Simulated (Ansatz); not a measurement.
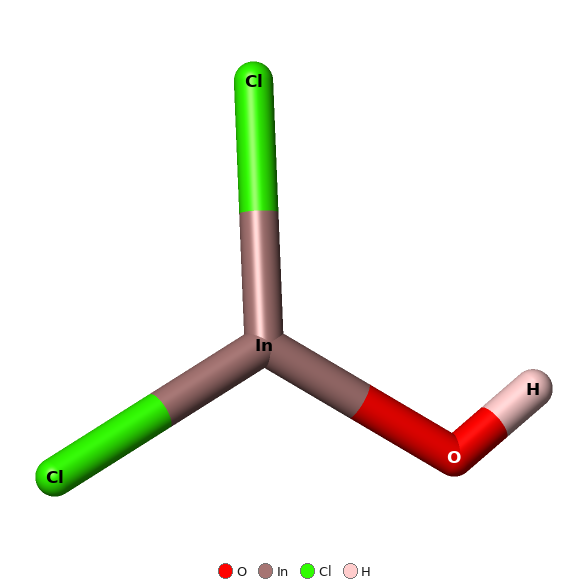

A stick model of a molecule.

Count the atoms of each element.

Cl₂HInO, 5 atoms: 2 chlorine, 1 hydrogen, 1 indium and 1 oxygen.

How many atoms are distinct by symmetry?

5: 1 O, 1 In, 1 Cl, 1 Cl, 1 H.

Give the symmetry (Schoenflies symbol).

Cs.

Count the bonded pairs by element.

2 Cl–In, 1 In–O, 1 O–H.

Give a SMILES string for it.

[OH][In]([Cl])[Cl]

The parts below concern this one geometry. Atoms keep their numbers from picture to picture. Computed geometry: PBE0-D4/def2-TZVP optimisation.

Geometry

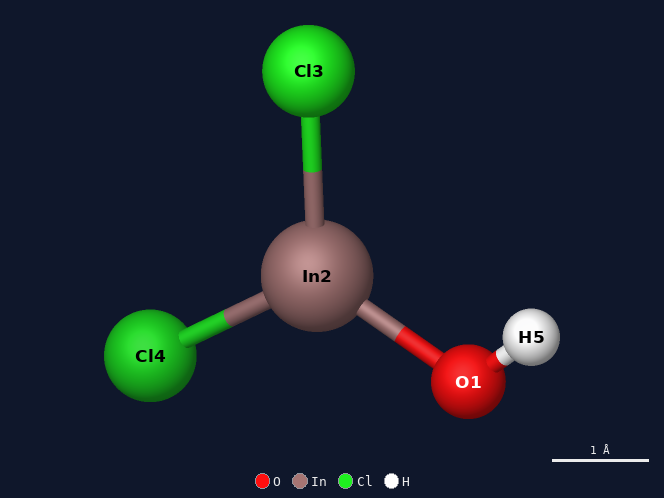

Atoms carry their numbers in the input.

Give the bond lengths.

```json
{"bond": "O1–In2", "length (Å)": "1.961"}
{"bond": "O1–H5", "length (Å)": "0.962"}
{"bond": "In2–Cl3", "length (Å)": "2.307"}
{"bond": "In2–Cl4", "length (Å)": "2.290"}
```

Vibrations

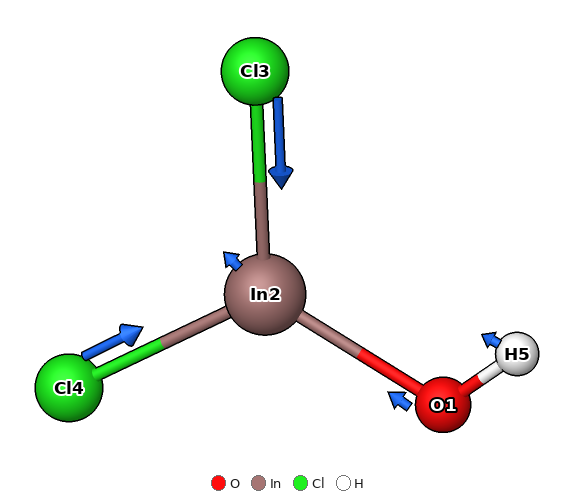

The arrows show one normal mode. Harmonic vibrations computed with RKS PBE0-D4/def2-TZVP, core potentials on In (Ansatz 0.2.0) at a stationary point of the same level.

Describe the motion.

Mostly in-phase stretching of 2 In–Cl bonds.

Estimate its harmonic wavenumber.

361 cm⁻¹; it is mode 5 of 9 counted from the lowest.

Thermal motion

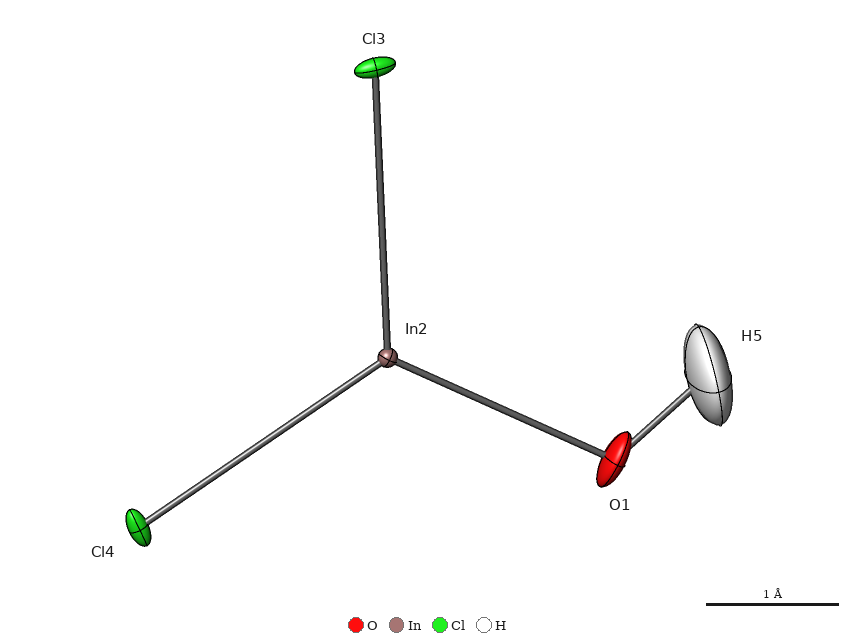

Displacement ellipsoids at the 50 % level, from the internal vibrations of the free molecule (harmonic, no overall translation or rotation; no half-axis is drawn under 0.075 Å). Vibrations computed with RKS PBE0-D4/def2-TZVP, core potentials on In (Ansatz 0.2.0). Temperature: 298 K.

Which atom has the largest mean-square displacement?

H5, with U_eq = 0.0549 Å².

Does H5 move more along its bond or across it?

Across it: the root-mean-square amplitude is 0.156 Å along the bond and up to 0.302 Å across, since bending and torsion are softer than stretching.

List U_eq and the three principal root-mean-square amplitudes for each kind of atom.

```tsv
atom	U_eq (Å²)	rms amplitudes (Å)
O1	0.0123	0.056, 0.105, 0.151
In2	0.0014	0.027, 0.042, 0.042
Cl3	0.0048	0.042, 0.043, 0.103
Cl4	0.0048	0.042, 0.044, 0.103
H5	0.0549	0.105, 0.250, 0.302
```

Dipole moment

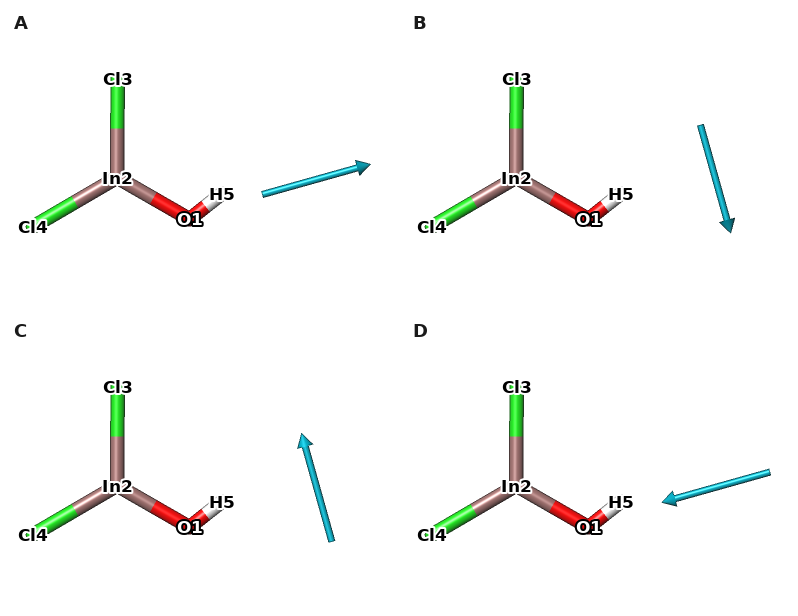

The same molecule four times, each with an arrow. Method: RKS r2SCAN-D4/def2-TZVPP, core potentials on In (Ansatz 0.2.0).

Which arrow points along the dipole moment, from the negative to the positive end?

A. The dipole moment is 1.42 D; it points from the side of Cl4 to the side of H5 (the outermost atoms at the two ends).
